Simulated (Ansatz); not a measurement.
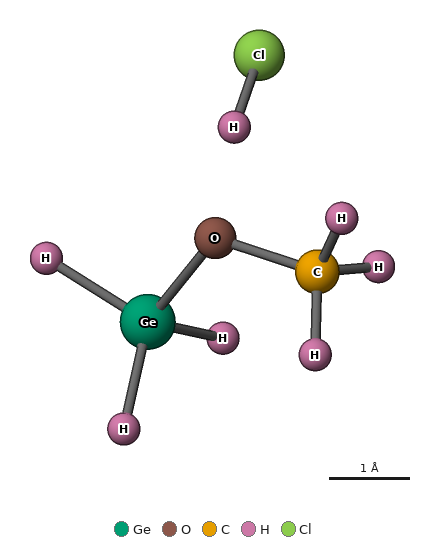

*The structure as given in the input (ball-and-stick view, seen at a tilt). Sticks mark near contacts.*

## CH7ClGeO: nudged elastic band

- system: CH7ClGeO
- method: UKS PBE-D4/def2-SVP (Ansatz 0.2.0)

It belongs to a series of runs on one base structure; here: band between the two ends.

Input:
```yaml
crystal:
  periodic: [false, false, false]
  atoms:
    - { symbol: Ge, position_ang: [-0.431943, -0.42432, 1.384903] }
    - { symbol: O, position_ang: [0.677953, -0.109909, -0.044992] }
    - { symbol: C, position_ang: [0.215204, -0.497303, -1.336519] }
    - { symbol: H, position_ang: [-1.806805, 0.231257, 1.102586] }
    - { symbol: H, position_ang: [-0.558599, -1.966532, 1.498017] }
    - { symbol: H, position_ang: [0.324063, 0.204168, 2.569918] }
    - { symbol: H, position_ang: [0.779452, 1.523507, -0.059274] }
    - { symbol: Cl, position_ang: [0.482588, 2.837619, -0.02558] }
    - { symbol: H, position_ang: [-0.084475, -1.569229, -1.361192] }
    - { symbol: H, position_ang: [-0.645219, 0.125655, -1.672665] }
    - { symbol: H, position_ang: [1.047683, -0.354918, -2.0551] }
magnetization:
  spin_polarized: true
basis:
  gaussian: { orbitals: def2-SVP }
hamiltonian:
  xc: pbe
  dispersion: d4
neb:
  order_check: false
  images: 7
  f_tol: 0.03
  max_iterations: 60
  final_atoms:
    - { symbol: Ge, position_ang: [-0.86218272, 0.2977802, 1.74689346] }
    - { symbol: O, position_ang: [1.24331485, -0.16841723, -0.43702762] }
    - { symbol: C, position_ang: [0.62264846, -0.61810994, -1.62570545] }
    - { symbol: H, position_ang: [-1.94509684, 0.67397662, 2.79200228] }
    - { symbol: H, position_ang: [-1.37925536, -0.79776595, 0.7910376] }
    - { symbol: H, position_ang: [0.48308358, -0.02555599, 2.4255688] }
    - { symbol: H, position_ang: [1.0810927, 0.79568712, -0.37665073] }
    - { symbol: Cl, position_ang: [-0.59978648, 2.14661469, 0.56500628] }
    - { symbol: H, position_ang: [0.71318659, -1.7228225, -1.65872143] }
    - { symbol: H, position_ang: [-0.46414165, -0.36569036, -1.67515031] }
    - { symbol: H, position_ang: [1.10703887, -0.21570167, -2.54715089] }
  initial_path:
    images:
      - { positions_ang: [[-0.431943, -0.42432, 1.384903], [0.677953, -0.109909, -0.044992], [0.215204, -0.497303, -1.336519], [-1.806805, 0.231257, 1.102586], [-0.558599, -1.966532, 1.498017], [0.324063, 0.204168, 2.569918], [0.779452, 1.523507, -0.059274], [0.482588, 2.837619, -0.02558], [-0.084475, -1.569229, -1.361192], [-0.645219, 0.125655, -1.672665], [1.047683, -0.354918, -2.0551]] }
      - { positions_ang: [[-0.47039357, -0.29912236, 1.40481419], [0.70004801, -0.08963118, -0.09358665], [0.28761444, -0.53775078, -1.36826267], [-1.74348418, 0.35735037, 1.44142719], [-0.77120686, -1.71851871, 1.31177038], [0.40251188, 0.07081912, 2.48448374], [0.74286665, 1.44991781, -0.1248675], [0.2801079, 2.74308988, 0.10030084], [0.07798, -1.61183341, -1.34917456], [-0.60629733, -0.00853639, -1.71616106], [1.10015506, -0.35578936, -2.09064191]] }
      - { positions_ang: [[-0.50884413, -0.17392472, 1.42472539], [0.72214302, -0.06935336, -0.1421813], [0.36002488, -0.57819857, -1.40000634], [-1.68016336, 0.48344373, 1.78026839], [-0.98381473, -1.47050542, 1.12552376], [0.48096077, -0.06252975, 2.39904948], [0.7062813, 1.37632863, -0.190461], [0.0776278, 2.64856075, 0.22618168], [0.240435, -1.65443781, -1.33715712], [-0.56737567, -0.14272778, -1.75965712], [1.15262712, -0.35666071, -2.12618381]] }
      - { positions_ang: [[-0.5472947, -0.04872708, 1.44463658], [0.74423804, -0.04907553, -0.19077595], [0.43243532, -0.61864635, -1.43175001], [-1.61684255, 0.6095371, 2.11910958], [-1.19642259, -1.22249213, 0.93927714], [0.55940965, -0.19587863, 2.31361522], [0.66969595, 1.30273944, -0.25605451], [-0.1248523, 2.55403163, 0.35206252], [0.40289001, -1.69704222, -1.32513967], [-0.528454, -0.27691917, -1.80315318], [1.20509918, -0.35753207, -2.16172572]] }
      - { positions_ang: [[-0.58574527, 0.07647056, 1.46454777], [0.76633305, -0.02879771, -0.2393706], [0.50484577, -0.65909414, -1.46349368], [-1.55352173, 0.73563047, 2.45795078], [-1.40903045, -0.97447884, 0.75303052], [0.63785853, -0.3292275, 2.22818095], [0.63311059, 1.22915026, -0.32164801], [-0.3273324, 2.4595025, 0.47794335], [0.56534501, -1.73964662, -1.31312223], [-0.48953234, -0.41111056, -1.84664924], [1.25757124, -0.35840343, -2.19726762]] }
      - { positions_ang: [[-0.65485463, 0.13179797, 1.53513419], [0.8855785, -0.06370259, -0.28878485], [0.53429644, -0.64884809, -1.50404662], [-1.65141551, 0.72021701, 2.54146365], [-1.40158668, -0.93030061, 0.76253229], [0.59916479, -0.25330962, 2.27752791], [0.74510612, 1.12078447, -0.33539869], [-0.39544592, 2.38128055, 0.49970909], [0.6023054, -1.73544059, -1.39952203], [-0.48318467, -0.39975551, -1.8037745], [1.21993814, -0.32272799, -2.28473844]] }
      - { positions_ang: [[-0.72396399, 0.18712538, 1.60572061], [1.00482395, -0.09860747, -0.33819911], [0.56374711, -0.63860204, -1.54459956], [-1.74930929, 0.70480355, 2.62497653], [-1.39414291, -0.88612239, 0.77203406], [0.56047106, -0.17739174, 2.32687488], [0.85710165, 1.01241869, -0.34914937], [-0.46355944, 2.3030586, 0.52147482], [0.6392658, -1.73123456, -1.48592183], [-0.47683699, -0.38840046, -1.76089977], [1.18230505, -0.28705255, -2.37220926]] }
      - { positions_ang: [[-0.79307336, 0.24245279, 1.67630704], [1.1240694, -0.13351235, -0.38761336], [0.59319779, -0.62835599, -1.58515251], [-1.84720306, 0.68939008, 2.70848941], [-1.38669913, -0.84194417, 0.78153583], [0.52177732, -0.10147387, 2.37622184], [0.96909717, 0.90405291, -0.36290005], [-0.53167296, 2.22483664, 0.54324055], [0.67622619, -1.72702853, -1.57232163], [-0.47048932, -0.37704541, -1.71802504], [1.14467196, -0.25137711, -2.45968008]] }
      - { positions_ang: [[-0.86218272, 0.2977802, 1.74689346], [1.24331485, -0.16841723, -0.43702762], [0.62264846, -0.61810994, -1.62570545], [-1.94509684, 0.67397662, 2.79200228], [-1.37925536, -0.79776595, 0.7910376], [0.48308358, -0.02555599, 2.4255688], [1.0810927, 0.79568712, -0.37665073], [-0.59978648, 2.14661469, 0.56500628], [0.71318659, -1.7228225, -1.65872143], [-0.46414165, -0.36569036, -1.67515031], [1.10703887, -0.21570167, -2.54715089]] }
```

Machine: 4 threads of Arm Neoverse N1, 16 GiB of memory available, shared host.

Launched with:
```bash
ansatz run input.yaml --threads 4 --pin off --max-ram 5120MiB --backend cpu --events-out ev --progress --plain --runs-dir out
```

Log:
```
Engine: ansatz 0.2.0, aarch64-unknown-linux-gnu
Functional definition: PBE
  parameter kappa = 0.804
  parameter beta = 0.06672455060314922
  exchange = pbe_x(kappa = kappa, mu = beta*pi^2/3)
  correlation = pbe_c(beta = beta)
1253 factors; their error is unknown
mean field evaluation 1: about -72202.3721 eV, gradient 3.8e1 eV
mean field evaluation 2: about -72178.6784 eV, gradient 8.5e1 eV
mean field evaluation 4: about -72207.9908 eV, gradient 5.2e0 eV
mean field evaluation 8: about -72208.0923 eV, gradient 8.0e-2 eV
mean field evaluation 16: about -72208.0282 eV, gradient 5.2e-5 eV
mean field -72208.02822941 eV, -2653.5960930714 hartree, gradient 5.2e-5 eV, S^2 0.000000; 0 other end points of the search recorded, 0 dependent functions left out
the calculation of the forces begins
reference -72208.02826505 eV, -2653.5960943810 hartree; 35, 35 occupied and 78, 78 virtual orbitals, 1253 factors
1253 factors; their error is unknown
mean field evaluation 32: about -72208.3967 eV, gradient 7.0e-5 eV
mean field -72208.39667452 eV, -2653.6096331793 hartree, gradient 1.7e-5 eV, S^2 0.000000; 0 other end points of the search recorded, 0 dependent functions left out
[... from here on the field's lines of each further geometry are left out, up to the last ...]
NEB iter   1: max|band force component| = 3.950e0 eV/Å  barrier→ = 1.4274 eV  barrier← = 1.7858 eV  Δτ_max = 0.1983 Å  (262 SCF iters)
NEB iter   2: max|band force component| = 2.121e0 eV/Å  barrier→ = 0.6649 eV  barrier← = 1.0233 eV  Δτ_max = 0.1986 Å  (211 SCF iters)
NEB iter   3: max|band force component| = 2.622e0 eV/Å  barrier→ = 0.5470 eV  barrier← = 0.9054 eV  Δτ_max = 0.1010 Å  (219 SCF iters)
NEB iter   4: max|band force component| = 4.542e-1 eV/Å  barrier→ = 0.5159 eV  barrier← = 0.8743 eV  CI = image 4  Δτ_max = 0.1957 Å  (208 SCF iters)
NEB iter   5: max|band force component| = 5.149e-1 eV/Å  barrier→ = 0.4965 eV  barrier← = 0.8549 eV  CI = image 4  Δτ_max = 0.1000 Å  (205 SCF iters)
NEB iter   6: max|band force component| = 3.491e-1 eV/Å  barrier→ = 0.4727 eV  barrier← = 0.8310 eV  CI = image 4  Δτ_max = 0.1001 Å  (205 SCF iters)
NEB iter   7: max|band force component| = 4.182e-1 eV/Å  barrier→ = 0.4524 eV  barrier← = 0.8108 eV  CI = image 4  Δτ_max = 0.0503 Å  (204 SCF iters)
NEB iter   8: max|band force component| = 1.403e-1 eV/Å  barrier→ = 0.4419 eV  barrier← = 0.8003 eV  CI = image 4  Δτ_max = 0.1004 Å  (207 SCF iters)
NEB iter   9: max|band force component| = 1.391e-1 eV/Å  barrier→ = 0.4247 eV  barrier← = 0.7830 eV  CI = image 4  Δτ_max = 0.1003 Å  (205 SCF iters)
NEB iter  10: max|band force component| = 1.798e-1 eV/Å  barrier→ = 0.4124 eV  barrier← = 0.7708 eV  CI = image 4  Δτ_max = 0.0501 Å  (204 SCF iters)
NEB iter  11: max|band force component| = 1.371e-1 eV/Å  barrier→ = 0.4080 eV  barrier← = 0.7664 eV  CI = image 4  Δτ_max = 0.0503 Å  (208 SCF iters)
NEB iter  12: max|band force component| = 2.232e-1 eV/Å  barrier→ = 0.4049 eV  barrier← = 0.7633 eV  CI = image 4  Δτ_max = 0.0250 Å  (210 SCF iters)
NEB iter  13: max|band force component| = 6.275e-2 eV/Å  barrier→ = 0.4038 eV  barrier← = 0.7622 eV  CI = image 4  Δτ_max = 0.0501 Å  (207 SCF iters)
NEB iter  14: max|band force component| = 7.138e-2 eV/Å  barrier→ = 0.4025 eV  barrier← = 0.7609 eV  CI = image 4  Δτ_max = 0.0251 Å  (209 SCF iters)
NEB iter  15: max|band force component| = 1.188e-1 eV/Å  barrier→ = 0.4019 eV  barrier← = 0.7603 eV  CI = image 4  Δτ_max = 0.0125 Å  (196 SCF iters)
NEB iter  16: max|band force component| = 3.789e-2 eV/Å  barrier→ = 0.4018 eV  barrier← = 0.7601 eV  CI = image 4  Δτ_max = 0.0196 Å  (185 SCF iters)
the calculation of the forces begins
reference -72208.36713281 eV, -2653.6085475416 hartree; 35, 35 occupied and 78, 78 virtual orbitals, 1253 factors
1253 factors; their error is unknown
mean field evaluation 1056: about -72207.6184 eV, gradient 4.3e-4 eV
mean field -72207.61836102 eV, -2653.5810306858 hartree, gradient 1.1e-5 eV, S^2 0.000000; 1 other end points of the search recorded, 0 dependent functions left out
the calculation of the forces begins
reference -72207.61839771 eV, -2653.5810320341 hartree; 35, 35 occupied and 78, 78 virtual orbitals, 1253 factors
NEB iter  17: max|band force component| = 2.243e-2 eV/Å  barrier→ = 0.4016 eV  barrier← = 0.7600 eV  CI = image 4  Δτ_max = 0.0000 Å  (404 SCF iters)
```

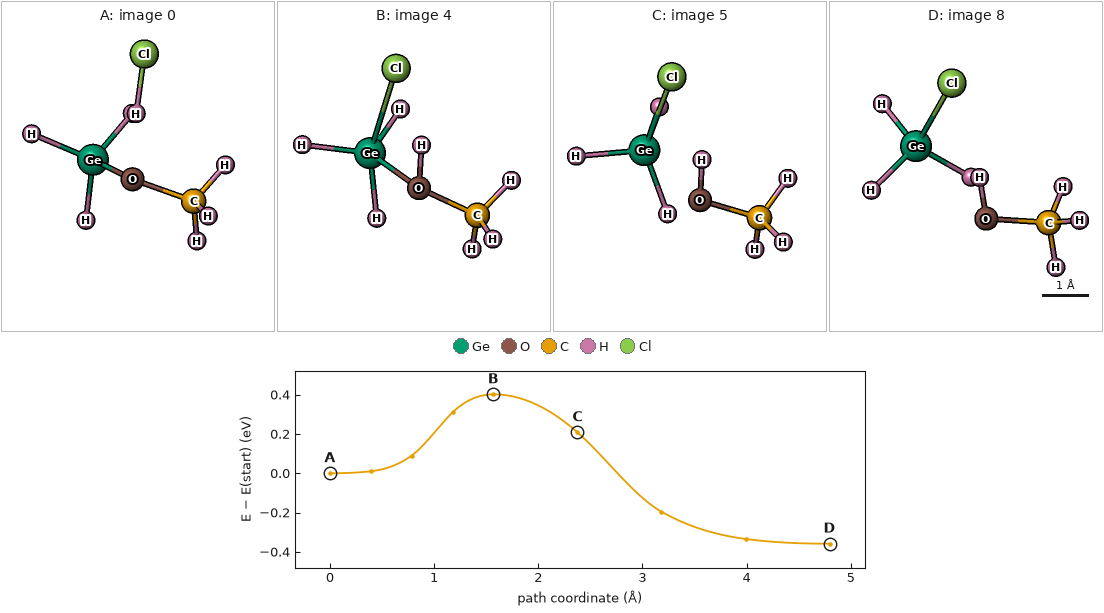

*Images of the last band (counted from 0; ball-and-stick, seen at a tilt) above the energy along the path; the line is a cubic interpolation that uses the forces.*

The highest image is number 4, 0.402 eV above the start and 0.760 eV above the end (the climbing image); the end lies 0.358 eV below the start. The path is 4.80 Å long. The band converged in 17 iterations.

```
Total energy: -72207.83805238 eV, -2653.5891041944 hartree
Atom 0 at    -0.406591    -0.026664     1.421178 Å, force    -0.000980    -0.004727    -0.006238 eV/Å
Atom 1 at     0.753975     0.028919    -0.262541 Å, force     0.002651    -0.006967     0.006645 eV/Å
Atom 2 at     0.254267    -0.535239    -1.483037 Å, force    -0.003615     0.001183     0.000972 eV/Å
Atom 3 at    -1.876943     0.448708     1.368498 Å, force     0.001504     0.000164    -0.000213 eV/Å
Atom 4 at    -0.466924    -1.582481     1.178913 Å, force    -0.000595     0.001466     0.003553 eV/Å
Atom 5 at     0.425474     0.205242     2.696579 Å, force    -0.000503     0.000746     0.000357 eV/Å
Atom 6 at     0.774663     1.086389    -0.258577 Å, force     0.000343     0.004507    -0.003139 eV/Å
Atom 7 at     0.144188     2.449046     0.721757 Å, force     0.001058     0.000549    -0.001056 eV/Å
Atom 8 at    -0.103322    -1.561450    -1.270095 Å, force     0.001574     0.000300    -0.001155 eV/Å
Atom 9 at    -0.579306     0.073206    -1.893131 Å, force    -0.001379    -0.000694    -0.000102 eV/Å
Atom 10 at     1.080420    -0.585679    -2.219441 Å, force    -0.000058     0.003474     0.000375 eV/Å
Dipole moment:    -0.076396    -0.708914    -0.401198 e Å
this run last wrote the band of iteration 17 to [file]
```

The last band as extended XYZ (Å, eV, eV/Å):
```
11
Properties=species:S:1:pos:R:3:forces:R:3 image=0 energy=-72208.23966
Ge   -0.4319   -0.4243    1.3849    0.0068  -0.0024   0.0002
O     0.6780   -0.1099   -0.0450   -0.0036   0.0020   0.0029
C     0.2152   -0.4973   -1.3365    0.0015  -0.0001   0.0036
H    -1.8068    0.2313    1.1026    0.0004   0.0011  -0.0031
H    -0.5586   -1.9665    1.4980   -0.0003   0.0007  -0.0003
H     0.3241    0.2042    2.5699   -0.0013   0.0019   0.0021
H     0.7795    1.5235   -0.0593   -0.0028   0.0003  -0.0025
Cl    0.4826    2.8376   -0.0256    0.0026  -0.0032   0.0015
H    -0.0845   -1.5692   -1.3612   -0.0007   0.0051  -0.0047
H    -0.6452    0.1257   -1.6727   -0.0026  -0.0044  -0.0005
H     1.0477   -0.3549   -2.0551    0.0001  -0.0008   0.0008
11
Properties=species:S:1:pos:R:3:forces:R:3 image=1 energy=-72208.22940
Ge   -0.4145   -0.3736    1.3619   -0.0022  -0.0196   0.0017
O     0.6657   -0.0685   -0.0963    0.0026  -0.0034   0.0130
C     0.2324   -0.5431   -1.3672   -0.0054   0.0008   0.0018
H    -1.7742    0.3371    1.1516    0.0007  -0.0151  -0.0091
H    -0.5860   -1.9146    1.4156   -0.0059  -0.0162   0.0148
H     0.4017    0.1859    2.5411   -0.0054  -0.0081  -0.0020
H     0.7047    1.5545   -0.0469    0.0069   0.0169   0.0039
Cl    0.3802    2.8409    0.2071    0.0161   0.0238  -0.0370
H    -0.1019   -1.6039   -1.3177    0.0008   0.0021  -0.0065
H    -0.5989    0.0726   -1.7814   -0.0040   0.0055   0.0145
H     1.0907   -0.4872   -2.0678   -0.0043   0.0133   0.0049
11
Properties=species:S:1:pos:R:3:forces:R:3 image=2 energy=-72208.14939
Ge   -0.4042   -0.2782    1.3512    0.0030  -0.1388  -0.0264
O     0.6680   -0.0210   -0.1513   -0.0331  -0.0542   0.0401
C     0.2456   -0.5572   -1.4039   -0.0122  -0.0018   0.0483
H    -1.7777    0.4207    1.2045    0.0556  -0.0284  -0.0661
H    -0.5554   -1.8179    1.3171   -0.0556  -0.1311   0.0783
H     0.4257    0.2160    2.5509    0.0167  -0.0244  -0.0753
H     0.6661    1.4544   -0.0586   -0.0251   0.2139   0.0835
Cl    0.2942    2.6977    0.4378    0.0821   0.1606  -0.1283
H    -0.1058   -1.6056   -1.2901   -0.0177  -0.0191  -0.0275
H    -0.5697    0.0486   -1.8608   -0.0098   0.0001   0.0264
H     1.1130   -0.5575   -2.0965   -0.0040   0.0231   0.0471
11
Properties=species:S:1:pos:R:3:forces:R:3 image=3 energy=-72207.93002
Ge   -0.4027   -0.1589    1.3786    0.0126  -0.1867  -0.0539
O     0.6971    0.0210   -0.2013   -0.0734  -0.0122   0.0692
C     0.2494   -0.5389   -1.4429   -0.0234   0.0054   0.0610
H    -1.8210    0.4479    1.2799    0.0918  -0.0024  -0.0959
H    -0.5076   -1.7027    1.2318   -0.0466  -0.1629   0.0700
H     0.4261    0.2136    2.6212    0.0309  -0.0014  -0.1039
H     0.6973    1.2508   -0.1311   -0.1031   0.2131   0.1660
Cl    0.2352    2.5428    0.5785    0.1340   0.1268  -0.1846
H    -0.1049   -1.5764   -1.2779   -0.0181  -0.0156  -0.0180
H    -0.5712    0.0671   -1.8849   -0.0102   0.0010   0.0150
H     1.1022   -0.5663   -2.1519    0.0056   0.0350   0.0751
11
Properties=species:S:1:pos:R:3:forces:R:3 image=4 energy=-72207.83802
Ge   -0.4066   -0.0267    1.4212   -0.0010  -0.0047  -0.0062
O     0.7540    0.0289   -0.2625    0.0027  -0.0070   0.0066
C     0.2543   -0.5352   -1.4830   -0.0036   0.0012   0.0010
H    -1.8769    0.4487    1.3685    0.0015   0.0002  -0.0002
H    -0.4669   -1.5825    1.1789   -0.0006   0.0015   0.0036
H     0.4255    0.2052    2.6966   -0.0005   0.0007   0.0004
H     0.7747    1.0864   -0.2586    0.0003   0.0045  -0.0031
Cl    0.1442    2.4490    0.7218    0.0011   0.0005  -0.0011
H    -0.1033   -1.5615   -1.2701    0.0016   0.0003  -0.0012
H    -0.5793    0.0732   -1.8931   -0.0014  -0.0007  -0.0001
H     1.0804   -0.5857   -2.2194   -0.0001   0.0035   0.0004
11
Properties=species:S:1:pos:R:3:forces:R:3 image=5 energy=-72208.03111
Ge   -0.5148    0.1282    1.5411   -0.0733   0.0962   0.0603
O     1.0007   -0.0026   -0.3922    0.1607  -0.0492  -0.0650
C     0.3403   -0.5422   -1.5267    0.0410  -0.0022  -0.0426
H    -2.0162    0.4234    1.7895   -0.0809   0.0011   0.2428
H    -0.5091   -1.3400    0.9958   -0.0523   0.1483  -0.1056
H     0.4070    0.1912    2.7778   -0.0201  -0.0187   0.0502
H     0.9549    0.9858   -0.4243    0.1179  -0.0484  -0.0960
Cl   -0.1463    2.2783    0.7279   -0.1476  -0.1076   0.0135
H    -0.0319   -1.5551   -1.2636    0.0346   0.0114   0.0014
H    -0.5324    0.0717   -1.8485    0.0409   0.0061   0.0234
H     1.0477   -0.6387   -2.3768   -0.0209  -0.0370  -0.0825
11
Properties=species:S:1:pos:R:3:forces:R:3 image=6 energy=-72208.43516
Ge   -0.6750    0.2028    1.6957   -0.0767   0.0407   0.0659
O     1.2503   -0.0475   -0.5326    0.1188  -0.0497  -0.0542
C     0.4440   -0.5588   -1.5763    0.0542   0.0110  -0.0093
H    -2.1071    0.3984    2.2434   -0.0398   0.0005   0.2014
H    -0.6483   -1.0785    0.8372   -0.0740   0.1189  -0.0782
H     0.4119    0.1987    2.7911   -0.0017  -0.0088   0.0066
H     1.0915    0.9175   -0.4832    0.0611  -0.0279  -0.0292
Cl   -0.4093    2.1345    0.6225   -0.0968  -0.0680  -0.0393
H     0.0885   -1.5747   -1.2941    0.0381  -0.0105  -0.0220
H    -0.4614    0.0614   -1.7756    0.0368   0.0045   0.0277
H     1.0148   -0.6537   -2.5278   -0.0201  -0.0108  -0.0694
11
Properties=species:S:1:pos:R:3:forces:R:3 image=7 energy=-72208.57388
Ge   -0.7935    0.2453    1.7201   -0.0144   0.0157  -0.0008
O     1.2940   -0.1195   -0.4787    0.0014  -0.0224   0.0019
C     0.5436   -0.5777   -1.5887    0.0124  -0.0019   0.0059
H    -2.0332    0.5114    2.6128    0.0104   0.0047   0.0402
H    -1.0595   -0.9390    0.7701   -0.0376   0.0116  -0.0026
H     0.4909    0.1116    2.5638    0.0085  -0.0102  -0.0224
H     1.1825    0.8515   -0.4414    0.0055   0.0072   0.0032
Cl   -0.6162    2.1000    0.5307   -0.0161  -0.0024  -0.0126
H     0.3230   -1.6548   -1.4363    0.0223  -0.0070  -0.0142
H    -0.4304   -0.0463   -1.7002   -0.0002  -0.0113   0.0081
H     1.0986   -0.4824   -2.5520    0.0077   0.0161  -0.0066
11
Properties=species:S:1:pos:R:3:forces:R:3 image=8 energy=-72208.59804
Ge   -0.8622    0.2978    1.7469   -0.0016   0.0006  -0.0025
O     1.2433   -0.1684   -0.4370    0.0013   0.0037  -0.0019
C     0.6226   -0.6181   -1.6257   -0.0009   0.0000   0.0002
H    -1.9451    0.6740    2.7920    0.0003  -0.0002  -0.0006
H    -1.3793   -0.7978    0.7910    0.0002   0.0002   0.0013
H     0.4831   -0.0256    2.4256    0.0011   0.0006   0.0006
H     1.0811    0.7957   -0.3767    0.0029  -0.0048   0.0024
Cl   -0.5998    2.1466    0.5650   -0.0015  -0.0012  -0.0004
H     0.7132   -1.7228   -1.6587    0.0001  -0.0007  -0.0005
H    -0.4641   -0.3657   -1.6751   -0.0013   0.0013   0.0000
H     1.1070   -0.2157   -2.5472   -0.0006   0.0005   0.0013
```

Key numbers:

- outcome: converged
- barrier, forward: 0.402 eV
- barrier, backward: 0.760 eV
- wall time: 6.7 min (CPU time 25 min)
- peak memory: 0.2 GiB

Remarks:

The order of the saddle point was not checked.
